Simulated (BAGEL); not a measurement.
# One shape, several levels: triplet C3H3F3

We compute a comparison of 4 runs (UHF/STO-3G, ROHF/6-31G*, ROHF/def2-SVP, UHF/def2-SVP) of triplet C3H3F3. 

The calculation is run with BAGEL 1.2.2.

## (1) The structure to begin with

The species is C3H3F3 (9 atoms), meant as a triplet with charge 0. As SMILES of the parent species, `C=CC(F)(F)F`. Geometry: relaxed at PBE0-D4/def2-TZVP. That shape belongs to the parent species and isn't relaxed for this state.

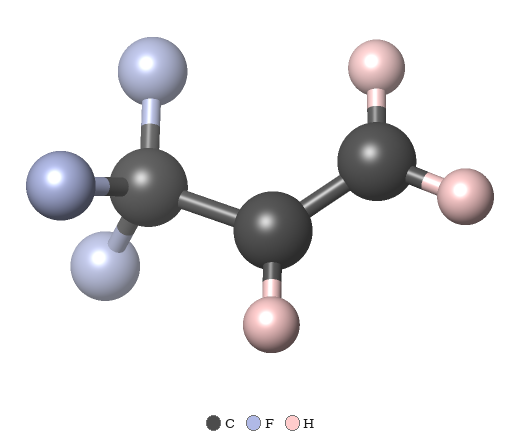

The structure, seen from a chosen angle (carbon dark grey, fluorine light blue, hydrogen pink).

## (2) A single-point energy at UHF/STO-3G (density fitting with cc-pvqz-jkfit) (run 1)

Contents of input.json:

```json
{ "bagel": [

{
  "title": "molecule",
  "basis": "sto-3g",
  "df_basis": "cc-pvqz-jkfit",
  "angstrom": true,
  "geometry": [
    { "atom": "C", "xyz": [       0.185110,      -1.279250,       0.558490 ] },
    { "atom": "C", "xyz": [      -0.498610,      -0.194110,       0.244670 ] },
    { "atom": "C", "xyz": [       0.092490,       0.961700,      -0.490280 ] },
    { "atom": "F", "xyz": [      -0.564360,       1.187930,      -1.638800 ] },
    { "atom": "F", "xyz": [       0.002970,       2.088280,       0.233990 ] },
    { "atom": "F", "xyz": [       1.380490,       0.784820,      -0.795380 ] },
    { "atom": "H", "xyz": [       1.229760,      -1.386130,       0.292520 ] },
    { "atom": "H", "xyz": [      -0.283400,      -2.095970,       1.093340 ] },
    { "atom": "H", "xyz": [      -1.544440,      -0.067270,       0.501440 ] }
  ]
},

{ "title": "uhf", "nopen": 2 },

{ "title": "print", "file": "orbitals.molden", "orbitals": true }

]}
```

Started as:

```sh
$ BAGEL_NUM_THREADS=1 BAGEL input.json > input.out
```

The log of the run:

```text
* using 1 threads per process

  ===============================================================
  ===============================================================

  *** Geometry ***

  { "atom" : "C", "xyz" : [      0.349807,     -2.417432,      1.055393 ] },
  { "atom" : "C", "xyz" : [     -0.942236,     -0.366815,      0.462359 ] },
  { "atom" : "C", "xyz" : [      0.174781,      1.817350,     -0.926495 ] },
[... 5 lines of this table left out ...]
  { "atom" : "H", "xyz" : [     -2.918569,     -0.127122,      0.947584 ] },

  Number of auxiliary basis functions:      789

  Since a DF basis is specified, we compute 2- and 3-index integrals:
    o Being stored without compression. Storage requirement is 0.007 GB

  Number of basis functions:       33
  Number of electrons      :       48

    * METHOD: MOLECULE                             0.60

  *** Open-shell HF ***

  === Nuclear Repulsion ===
   252.9053320970

      * DIIS with orbital gradients will be used.

  === UHF iteration (sto-3g) ===
      0       -407.70904710          0.04612663           0.10
      1       -407.88551045          0.01203769           0.10
      2       -407.89907258          0.00327932           0.10
[... 10 lines of this table left out ...]
     13       -407.90117868          0.00000000           0.10
    * SCF iteration converged.

    * S^2 (UHF) is 2.0213

    * Permanent dipole moment:
           (    0.211508,     0.504378,    -0.306529) a.u.

    * METHOD: UHF                                  1.45

    * METHOD: PRINT                                0.00

  ===============================================================
```

It took 2.2 s on 1 thread of Arm Neoverse V1, shared host; peak memory 0.085 GiB.

## (3) A single-point energy at ROHF/6-31G(d) (density fitting with cc-pvqz-jkfit, spherical functions) (run 2)

Contents of input.json:

```json
{ "bagel" : [

{
  "title" : "molecule",
  "basis" : "6-31gs.json",
  "df_basis" : "cc-pvqz-jkfit",
  "angstrom" : "true",
  "geometry" : [
    { "atom" : "C", "xyz" : [    0.185110,   -1.279250,    0.558490 ] },
    { "atom" : "C", "xyz" : [   -0.498610,   -0.194110,    0.244670 ] },
    { "atom" : "C", "xyz" : [    0.092490,    0.961700,   -0.490280 ] },
    { "atom" : "F", "xyz" : [   -0.564360,    1.187930,   -1.638800 ] },
    { "atom" : "F", "xyz" : [    0.002970,    2.088280,    0.233990 ] },
    { "atom" : "F", "xyz" : [    1.380490,    0.784820,   -0.795380 ] },
    { "atom" : "H", "xyz" : [    1.229760,   -1.386130,    0.292520 ] },
    { "atom" : "H", "xyz" : [   -0.283400,   -2.095970,    1.093340 ] },
    { "atom" : "H", "xyz" : [   -1.544440,   -0.067270,    0.501440 ] }
  ]
},
{ "title" : "rohf", "nopen" : 2 },
{ "title" : "print", "file" : "orbitals.molden", "orbitals" : "true" }

]}
```

The basis set 6-31G* is read from a file made from the Basis Set Exchange's data (not shown).

Started as:

```sh
$ BAGEL_NUM_THREADS=1 BAGEL input.json > input.out
```

The log of the run:

```text
* using 1 threads per process

  ===============================================================
  ===============================================================

  *** Geometry ***

  { "atom" : "C", "xyz" : [      0.349807,     -2.417432,      1.055393 ] },
  { "atom" : "C", "xyz" : [     -0.942236,     -0.366815,      0.462359 ] },
  { "atom" : "C", "xyz" : [      0.174781,      1.817350,     -0.926495 ] },
[... 5 lines of this table left out ...]
  { "atom" : "H", "xyz" : [     -2.918569,     -0.127122,      0.947584 ] },

  Number of auxiliary basis functions:      789

  Since a DF basis is specified, we compute 2- and 3-index integrals:
    o Being stored without compression. Storage requirement is 0.051 GB

  Number of basis functions:       90
  Number of electrons      :       48

    * METHOD: MOLECULE                             0.73

  *** Open-shell HF ***

  === Nuclear Repulsion ===
   252.9053320970

      * DIIS with orbital gradients will be used.

  === ROHF iteration (6-31gs.json) ===
      0       -413.25396472          0.04298884           0.30
      1       -413.43274568          0.02667284           0.30
      2       -413.48525809          0.01591950           0.30
[... 10 lines of this table left out ...]
     13       -413.51468453          0.00000001           0.29
    * SCF iteration converged.

    * S^2 (ROHF) is 2.0000

    * Permanent dipole moment:
           (    0.317940,     0.771693,    -0.467303) a.u.

    * METHOD: ROHF                                 4.44

    * METHOD: PRINT                                0.02

  ===============================================================
```

It took 5.4 s on 1 thread of Arm Neoverse V1, shared host; peak memory 0.18 GiB.

Run 3 isn't shown in full; the table further down has it.

## (4) A single-point energy at UHF/def2-SVP (density fitting with cc-pvqz-jkfit) (run 4)

Contents of hf.json:

```json
{ "bagel": [

{
  "title": "molecule",
  "basis": "svp",
  "df_basis": "cc-pvqz-jkfit",
  "angstrom": true,
  "geometry": [
    { "atom": "C", "xyz": [       0.185110,      -1.279250,       0.558490 ] },
    { "atom": "C", "xyz": [      -0.498610,      -0.194110,       0.244670 ] },
    { "atom": "C", "xyz": [       0.092490,       0.961700,      -0.490280 ] },
    { "atom": "F", "xyz": [      -0.564360,       1.187930,      -1.638800 ] },
    { "atom": "F", "xyz": [       0.002970,       2.088280,       0.233990 ] },
    { "atom": "F", "xyz": [       1.380490,       0.784820,      -0.795380 ] },
    { "atom": "H", "xyz": [       1.229760,      -1.386130,       0.292520 ] },
    { "atom": "H", "xyz": [      -0.283400,      -2.095970,       1.093340 ] },
    { "atom": "H", "xyz": [      -1.544440,      -0.067270,       0.501440 ] }
  ]
},

{ "title": "uhf", "nopen": 2 },

{ "title": "print", "file": "orbitals.molden", "orbitals": true }

]}
```

Started as:

```sh
$ BAGEL_NUM_THREADS=1 BAGEL hf.json > hf.out
```

The log of the run:

```text
* using 1 threads per process

  ===============================================================
  ===============================================================

  *** Geometry ***

  { "atom" : "C", "xyz" : [      0.349807,     -2.417432,      1.055393 ] },
  { "atom" : "C", "xyz" : [     -0.942236,     -0.366815,      0.462359 ] },
  { "atom" : "C", "xyz" : [      0.174781,      1.817350,     -0.926495 ] },
[... 5 lines of this table left out ...]
  { "atom" : "H", "xyz" : [     -2.918569,     -0.127122,      0.947584 ] },

  Number of auxiliary basis functions:      789

  Since a DF basis is specified, we compute 2- and 3-index integrals:
    o Being stored without compression. Storage requirement is 0.062 GB

  Number of basis functions:       99
  Number of electrons      :       48

    * METHOD: MOLECULE                             0.73

  *** Open-shell HF ***

  === Nuclear Repulsion ===
   252.9053320970

      * DIIS with orbital gradients will be used.

  === UHF iteration (svp) ===
      0       -412.93718202          0.03667488           0.34
      1       -413.12479117          0.02205056           0.33
      2       -413.17499954          0.01291667           0.33
[... 12 lines of this table left out ...]
     15       -413.20148110          0.00000000           0.33
    * SCF iteration converged.

    * S^2 (UHF) is 2.0185

    * Permanent dipole moment:
           (    0.328146,     0.804786,    -0.486293) a.u.

    * METHOD: UHF                                  5.59

    * METHOD: PRINT                                0.02

  ===============================================================
```

Run time: 6.6 s. Hardware: 1 thread of Arm Neoverse V1, shared host; peak memory 0.2 GiB.

## (5) All runs side by side

| run | level | energy (Eh) | dipole moment (D) | ⟨S²⟩ | wall time |
| --- | --- | --- | --- | --- | --- |
| 1 | UHF/STO-3G (density fitting with cc-pvqz-jkfit) | -407.901179 | 1.59 | 2.021 | 2.2 s |
| 2 | ROHF/6-31G* (density fitting with cc-pvqz-jkfit, spherical functions) | -413.514685 | 2.43 | 2.000 | 5.4 s |
| 3 | ROHF/def2-SVP (density fitting with cc-pvqz-jkfit) | -413.193530 | 2.54 | 2.000 | 6 s |
| 4 | UHF/def2-SVP (density fitting with cc-pvqz-jkfit) | -413.201481 | 2.53 | 2.018 | 6.6 s |

## (6) What came out

```
            quantity          value
 run 4: total energy  -413.20148 Eh
run 4: dipole moment         2.53 D
         run 4: ⟨S²⟩          2.018
```

**Reading.** The dipole moment (its size) runs from 1.59 D (UHF/STO-3G) to 2.54 D (ROHF/def2-SVP). The two ends differ in method and basis. In run 1 the basis is minimal, so the values are rough. All runs together took 20 s, the longest 6.6 s.
